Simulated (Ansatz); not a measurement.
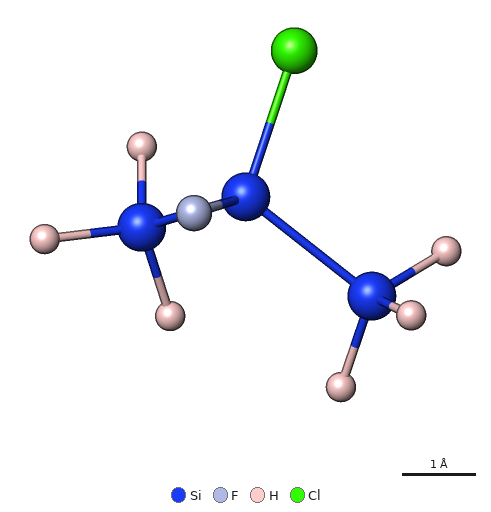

Starting structure of Si3H6ClF. A ball-and-stick model, seen at a tilt.

The run prepares the start of a later molecular dynamics calculation, from a guessed geometry.

The calculation used RKS r2SCAN/STO-3G (Ansatz).

Input file:
```yaml
crystal:
  periodic: [false, false, false]
  atoms:
    - { symbol: Si, position_ang: [0.0, 0.0, 0.0] }
    - { symbol: F, position_ang: [0.0, 0.0, 1.59] }
    - { symbol: Si, position_ang: [2.0935, 0.0, -0.7393] }
    - { symbol: H, position_ang: [2.5508, -1.3762, -0.9079] }
    - { symbol: H, position_ang: [2.1573, 0.6939, -2.0222] }
    - { symbol: H, position_ang: [2.951, 0.6823, 0.2255] }
    - { symbol: Cl, position_ang: [-1.0032, 1.7381, -0.7093] }
    - { symbol: Si, position_ang: [-1.0456, -1.8115, -0.7393] }
    - { symbol: H, position_ang: [-1.7029, -2.4846, 0.3772] }
    - { symbol: H, position_ang: [-2.0454, -1.4265, -1.7311] }
    - { symbol: H, position_ang: [-0.0777, -2.7173, -1.3511] }
basis:
  gaussian: { orbitals: STO-3G }
hamiltonian:
  xc: r2scan
relax:
  f_tol: 0.02
  max_steps: 40
```

Command:
```bash
ansatz run input.yaml --threads 1 --pin off --max-ram 2048MiB --backend cpu --events-out ev --progress --plain --runs-dir out
```

> Where does the relaxation end?

The largest move after the best rigid fit is that of H9, 1.02 Å. Largest moves by element: H 1.02 Å, Cl 0.66 Å, F 0.54 Å, Si 0.28 Å. Among the contacts that change: Si1–Si3 2.220 → 2.279 Å, Si1–F2 1.590 → 1.645 Å, Si1–Cl7 2.128 → 2.147 Å, Si3–H4 1.460 → 1.447 Å. Bond angles that change, for instance: Si3–Si1–Si8 109.5° → 116.2°, F2–Si1–Cl7 109.5° → 104.5°, Si3–Si1–Cl7 109.5° → 106.6°. Groups turn about Si1–Si8 by about 45°, Si1–Si3 by about 30°. Over 23 accepted moves (27 points after the start) the energy falls by 0.246 eV. The largest force component goes from 2.2 to 0.013 eV/Å. The line search rejected the trial steps at points 6, 15, 16, 23 of the run. The forces were under the threshold at step 11, but the run went on from there. Cost: 87 s on 1 thread of Intel(R) Xeon(R) Platinum 8488C (Sapphire Rapids) (shared host), peak memory 0.17 GiB.

Step by step:

| step | E − E(0), eV | largest force component, eV/Å | note |
| --- | --- | --- | --- |
| 0 | 0.0000 | 2.2069 |  |
| 1 | -0.1348 | 0.4692 |  |
| 2 | -0.2101 | 0.1696 |  |
| 3 | -0.2168 | 0.0523 |  |
| 4 | -0.2212 | 0.0523 |  |
| 5 | -0.2244 | 0.0357 |  |
| 6 | -0.2229 | 0.2638 | rejected |
| 7 | -0.2268 | 0.0816 |  |
| 8 | -0.2290 | 0.0900 |  |
| 9 | -0.2293 | 0.1740 |  |
| 10 | -0.2313 | 0.1431 |  |
| 11 | -0.2345 | 0.0128 |  |
| 12 | -0.2361 | 0.1772 |  |
| 13 | -0.2380 | 0.0989 |  |
| 14 | -0.2402 | 0.0258 |  |
| 15 | -0.2380 | 0.2302 | rejected |
| 16 | -0.2368 | 0.1669 | rejected |
| 17 | -0.2409 | 0.0205 |  |
| 18 | -0.2425 | 0.0609 |  |
| 19 | -0.2430 | 0.1020 |  |
| 20 | -0.2437 | 0.0772 |  |
| 21 | -0.2447 | 0.0082 |  |
| 22 | -0.2453 | 0.0243 |  |
| 23 | -0.2445 | 0.1451 | rejected |
| 24 | -0.2457 | 0.0311 |  |
| 25 | -0.2458 | 0.0450 |  |
| 26 | -0.2459 | 0.0285 |  |
| 27 | -0.2460 | 0.0132 |  |

Final geometry:

```xyz
11

Si    0.1250   -0.2092    0.1327
F     0.2773   -0.4330    1.7548
Si    2.1582    0.1331   -0.8386
H     2.9760   -1.0508   -0.6879
H     1.9846    0.3879   -2.2508
H     2.8471    1.2519   -0.2361
Cl   -0.9642    1.6316   -0.0571
Si   -1.1755   -1.8332   -0.7979
H    -2.4371   -1.9572   -0.1035
H    -1.4272   -1.5190   -2.1861
H    -0.4865   -3.1039   -0.7370
```

After the run, drawn alike:

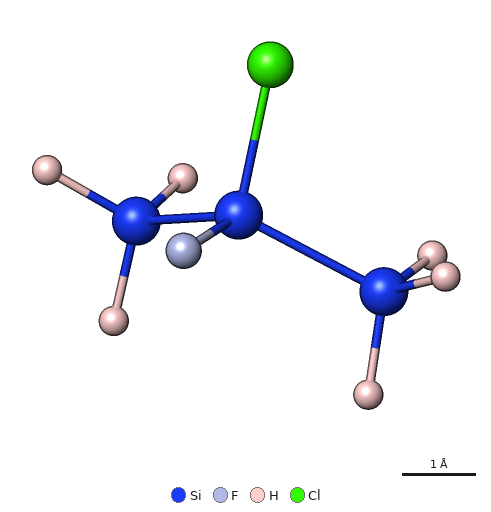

Limits of the set-up: STO-3G is a minimal basis, so the numbers are rough.
